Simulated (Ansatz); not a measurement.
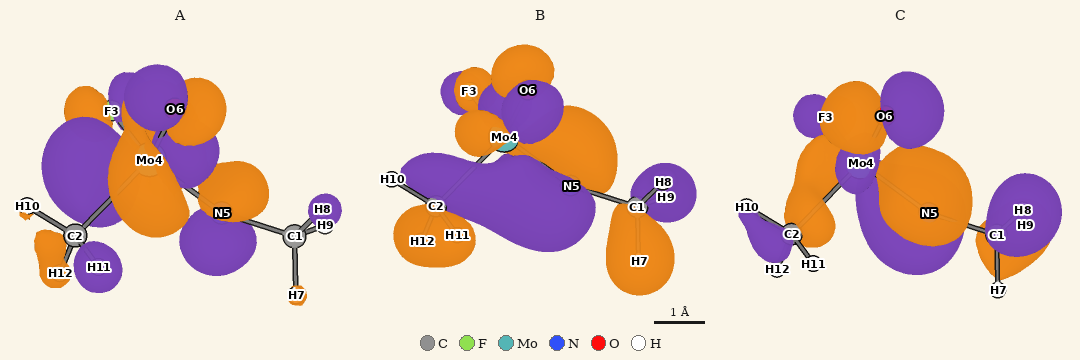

The picture shows: C2H6FMoNO (SMILES C[N]=[Mo]([CH3])(=[O])[F]). Three frontier orbitals at ±0.1 Å⁻³ᐟ² (orange and purple are the two phases), in no order.

Geometry: PBE0-D4/def2-SVP; core potentials replace the inner electrons of Mo.

Computed with Ansatz 0.2.0, isolated molecule in a Gaussian basis; Kohn-Sham density functional theory, functional PBE0.

Input file:

```
crystal:
  periodic: [false, false, false]
  atoms:
    - symbol: C
      position_ang: [-0.957252, -0.762660, 1.847257]
    - symbol: C
      position_ang: [1.092607, -0.165768, -1.755936]
    - symbol: F
      position_ang: [1.099084, 2.537237, 0.110998]
    - symbol: Mo
      position_ang: [0.083653, 1.049313, -0.369156]
    - symbol: N
      position_ang: [-0.147658, -0.011826, 0.959366]
    - symbol: O
      position_ang: [-1.423131, 1.352196, -1.032830]
    - symbol: H
      position_ang: [-0.641520, -1.819870, 1.832705]
    - symbol: H
      position_ang: [-2.024770, -0.715461, 1.565885]
    - symbol: H
      position_ang: [-0.843650, -0.396352, 2.881583]
    - symbol: H
      position_ang: [1.249891, 0.413474, -2.681515]
    - symbol: H
      position_ang: [0.524329, -1.076351, -1.996041]
    - symbol: H
      position_ang: [2.065318, -0.459230, -1.328416]
basis:
  gaussian: {orbitals: def2-SVPD}
total_charge: 0
hamiltonian: {xc: {name: PBE0}}
output: {forces: true, orbitals: {seedname: orbitals}}
```

Launched as:

```sh
ansatz run input.yaml --threads 2 --pin off --max-ram 6090MiB --events-out events.jsonl --progress --plain --runs-dir runs
```

Question: Which picture is the HOMO−1, the HOMO and the LUMO?

Answer: B is the HOMO−1 (−8.39 eV). Its weight (Hirshfeld) is mainly on N5 (about 35 %), Mo4 (about 20 %), C2 (about 10 %), O6 (about 10 %) and C1 (about 10 %). C is the HOMO (−7.89 eV). It lies mainly on N5 (about 45 %), O6 (about 20 %), Mo4 (about 15 %) and C1 (about 10 %). A is the LUMO (−2.20 eV). It lies mainly on Mo4 (about 60 %), N5 (about 10 %), O6 (about 10 %) and F3 (about 5 %).

Question: What is the HOMO–LUMO gap?

Answer: 5.69 eV between the orbital energies.
